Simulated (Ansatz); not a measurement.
# UB3LYP/6-31G(d) (spherical functions) run of SiHCl2O2 (SMILES [O][Si](O)(Cl)Cl)

Aim: the vertical doublet–quartet gap of SiHCl2O2 at UB3LYP/6-31G* (spherical functions), from 2 runs. 

Program for the calculation: Ansatz 0.2.0.

58 further runs of the same task are left out: 7 that didn't finish, 51 set aside as unsound or not needed. Runs told in other sessions of the task aren't counted.

## (1) The molecule

The species is SiHCl2O2 (6 atoms), meant as a doublet with charge 0. SMILES: `[O][Si](O)(Cl)Cl`. The shape is that of a PBE0-D4/def2-TZVP optimisation. This is one conformer, not always the lowest.

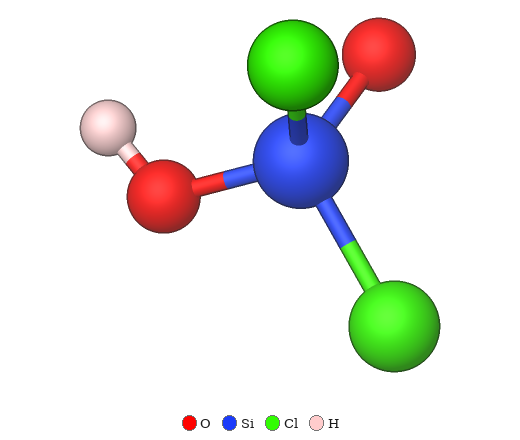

Viewed from a chosen angle; oxygen red, silicon blue, chlorine green, hydrogen pink.

## (2) A single-point energy at UB3LYP/6-31G(d) (spherical functions)

job.yaml reads:

```yaml
crystal:
  periodic: [false, false, false]
  atoms:
    - symbol: O
      position_ang: [-1.226100, 0.180900, 1.211600]
    - symbol: Si
      position_ang: [-0.270900, 0.041200, -0.123700]
    - symbol: O
      position_ang: [1.051900, -0.855800, 0.114900]
    - symbol: Cl
      position_ang: [-1.218400, -0.789200, -1.696000]
    - symbol: Cl
      position_ang: [0.111400, 2.012000, -0.434200]
    - symbol: H
      position_ang: [1.594100, -0.653200, 0.881200]
basis:
  gaussian: {orbitals: 6-31G_st_-spherical.json}
magnetization: {spin_polarized: true, initial_magnetization: 1}
hamiltonian: {xc: {name: B3LYP}}
accuracy: high
output: {orbitals: {seedname: orbitals}}
```

The basis set 6-31G* is read from a file made from the Basis Set Exchange's data (not shown).

Launch:

```sh
$ ansatz run job.yaml --threads 1 --pin off --max-ram 3480MiB --events-out events.jsonl --progress --plain --runs-dir runs
```

Log:

```text
Warning: RAYON_NUM_THREADS=1 ignored (pool sized by the plan → 1); use --threads N
Functional definition: B3LYP
  name "B3LYP"
  parameter a0 = 0.2
  parameter ax = 0.72
  parameter ac = 0.81
  exchange = (1 - a0 - ax)*slater_x + ax*b88_x + a0*exact_x
  correlation = (1 - ac)*vwn_rpa_c + ac*lyp_c
1755 factors; integrals over basis functions are off by at most 5.5e-9 eV
mean field evaluation 1: about -37019.9885 eV, gradient 5.7e1 eV
mean field evaluation 2: about -36884.8152 eV, gradient 1.4e2 eV
mean field evaluation 4: about -37031.6205 eV, gradient 3.0e1 eV
mean field evaluation 8: about -37035.1428 eV, gradient 7.1e-1 eV
mean field evaluation 16: about -37035.3003 eV, gradient 4.1e-2 eV
mean field evaluation 32: about -37035.3013 eV, gradient 8.2e-5 eV
mean field -37035.30127144 eV, -1361.0222182967 hartree, gradient 6.2e-8 eV, S^2 0.753193; 2 other end points of the search recorded, 0 dependent functions left out
reference -37035.30130911 eV, -1361.0222196810 hartree; 33, 32 occupied and 51, 52 virtual orbitals, 1755 factors
Total energy: -37035.30130911 eV, -1361.0222196810 hartree
```

It took 31 s on 1 thread of Arm Neoverse V2, shared host; peak memory 0.45 GiB.

## (3) The quartet, same level

in.yaml reads:

```yaml
basis:
  gaussian:
    orbitals: 6-31G_st_-spherical.json
crystal:
  periodic: [false, false, false]
  atoms:
    - symbol: O
      position_ang: [-1.226100, 0.180900, 1.211600]
    - symbol: Si
      position_ang: [-0.270900, 0.041200, -0.123700]
    - symbol: O
      position_ang: [1.051900, -0.855800, 0.114900]
    - symbol: Cl
      position_ang: [-1.218400, -0.789200, -1.696000]
    - symbol: Cl
      position_ang: [0.111400, 2.012000, -0.434200]
    - symbol: H
      position_ang: [1.594100, -0.653200, 0.881200]
magnetization:
  spin_polarized: true
  initial_magnetization: 3
hamiltonian:
  xc: {name: B3LYP}
accuracy: high
output: {orbitals: {seedname: orbitals}}
```

The basis set 6-31G* is read from a file made from the Basis Set Exchange's data (not shown).

Launch:

```sh
$ ansatz run in.yaml --threads 1 --pin off --max-ram 3480MiB --events-out events.jsonl --progress --plain --runs-dir runs
```

Log (excerpt; [...] marks lines left out):

```text
Warning: RAYON_NUM_THREADS=1 ignored (pool sized by the plan → 1); use --threads N
[... 2 set-up lines as earlier in the session ...]
[...]
1755 factors; integrals over basis functions are off by at most 5.5e-9 eV
[...]
mean field -37027.61595397 eV, -1360.7397880888 hartree, gradient 4.8e-8 eV, S^2 3.763080; 7 other end points of the search recorded, 0 dependent functions left out
reference -37027.61599182 eV, -1360.7397894797 hartree; 34, 31 occupied and 50, 53 virtual orbitals, 1755 factors
Total energy: -37027.61599182 eV, -1360.7397894797 hartree
```

Wall time 52 s (1 thread of Arm Neoverse V2, shared host); peak memory 0.48 GiB.

## (4) What came out

At UB3LYP/6-31G* (spherical functions):

```
                                        quantity           value
                           doublet: total energy  -1361.02222 Eh
     doublet: HOMO energy (highest over α and β)        -8.99 eV
      doublet: LUMO energy (lowest over α and β)        -5.71 eV
                                   doublet: ⟨S²⟩           0.753
                           quartet: total energy  -1360.73979 Eh
     quartet: HOMO energy (highest over α and β)        -1.45 eV
                                   quartet: ⟨S²⟩           3.763
vertical energy of the quartet above the doublet        7.685 eV
```

What this shows: At this shape the quartet lies 7.69 eV (177 kcal/mol) above the doublet.
